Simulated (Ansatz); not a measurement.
## Electronic structure of C₂H₄B (doublet) in real space

The calculation's input:

```
crystal:
  periodic: [false, false, false]
  atoms:
    - {symbol: B, position_ang: [-1.251199, -0.306491, -0.728522]}
    - {symbol: C, position_ang: [-0.063941, 0.291560, -0.214832]}
    - {symbol: C, position_ang: [0.904361, -0.082509, 0.693805]}
    - {symbol: H, position_ang: [-2.253766, -0.710170, -1.186889]}
    - {symbol: H, position_ang: [0.064439, 1.274751, -0.690097]}
    - {symbol: H, position_ang: [1.739359, 0.566740, 0.918693]}
    - {symbol: H, position_ang: [0.860745, -1.033880, 1.207842]}
basis:
  gaussian: {orbitals: def2-TZVPP}
magnetization: {spin_polarized: true, initial_magnetization: 1}
hamiltonian: {xc: pbe0, dispersion: d4}
output: {orbitals: {seedname: orbitals}}
```

Command:

```sh
ansatz run in.yaml --threads 2 --pin off --events-out ev --progress --plain --max-ram 4352MiB
```

Geometry: PBE0-D4/def2-TZVP.

Method: Ansatz 0.2.0, UKS PBE0-D4/def2-TZVPP.

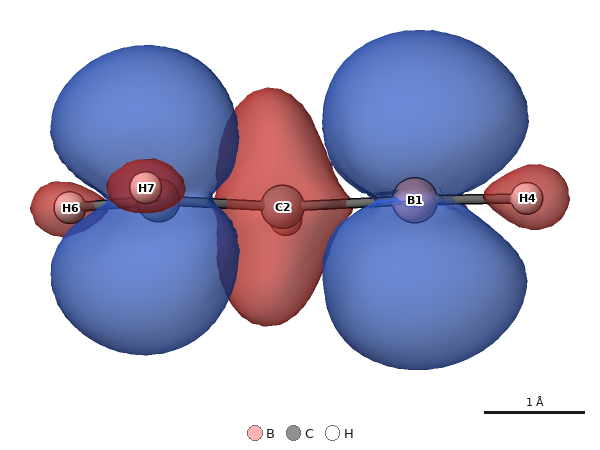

Figure 1. Isosurfaces of the spin density (α minus β) at +0.015 (blue) and −0.015 e/Å³ (red), seen from one side.

Describe the spin distribution.

The unpaired spin (1 electron) lies mostly on B1 (about 0.5) and C3 (about 0.4), in electrons by Hirshfeld's partition.

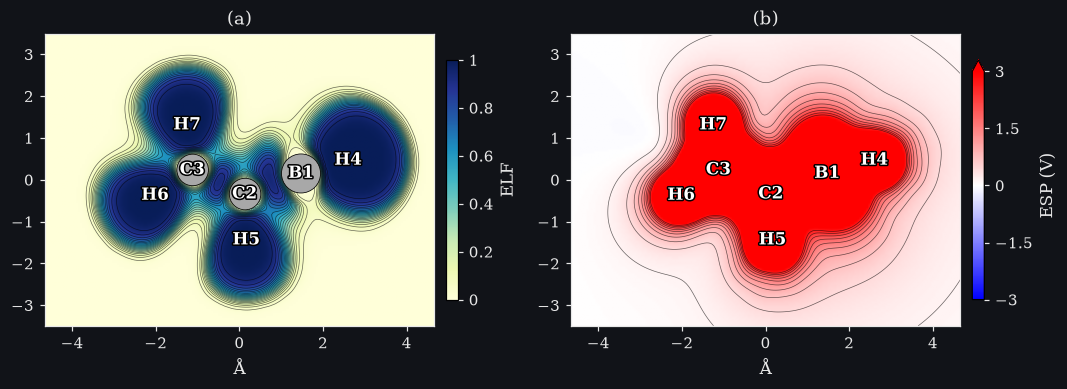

Figure 2. (a) ELF; (b) electrostatic potential on the molecular plane. Grey discs cover the atomic cores in the ELF map.

What does the map show?

The section cuts through B, C and H sites.
C–C (1.38 Å): the ELF peaks at about 0.95 between the atoms, as expected for a covalent bond.
C–B (1.43 Å): the ELF peaks at about 0.95 between the atoms: localised, covalent bonding.
C–H (1.08 Å): the ELF climbs to about 1 towards the hydrogen, as it does in any bond to H: a covalent bond by its length.
B–H (1.17 Å): the ELF climbs to about 1 towards the hydrogen: a covalent bond by its length.
The potential has no marked negative region in this plane.

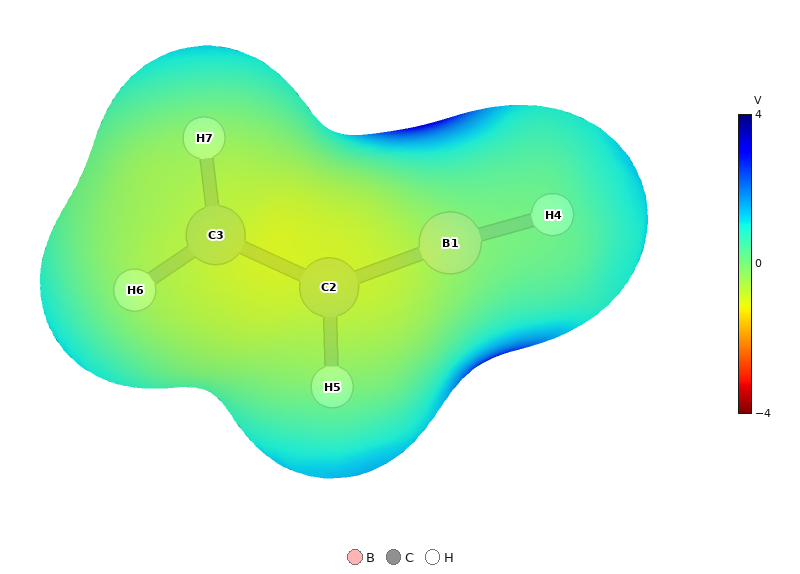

Figure 3. The electrostatic potential painted on the density surface at 0.004 e/bohr³, seen across its widest extent; red is negative and blue positive.

Describe the electrostatic potential map.

The most negative region (about −0.9 V, or −21 kcal/mol for a unit charge) lies over the π face of C2 and C3, the most positive (about +3.0 V, or +69 kcal/mol for a unit charge) over B1.
